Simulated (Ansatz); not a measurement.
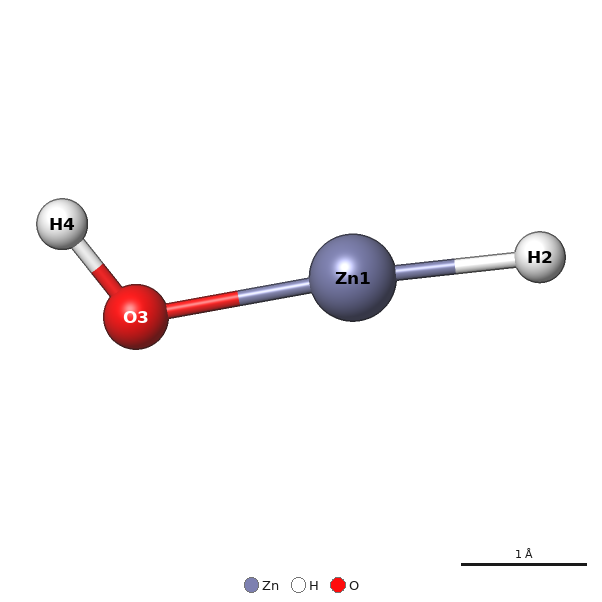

Numbered structure. Computed geometry: PBE0-D4/def2-TZVP optimisation.

Give the bond lengths.

| bond | length (Å) |
| --- | --- |
| Zn1–H2 | 1.514 |
| Zn1–O3 | 1.775 |
| O3–H4 | 0.958 |
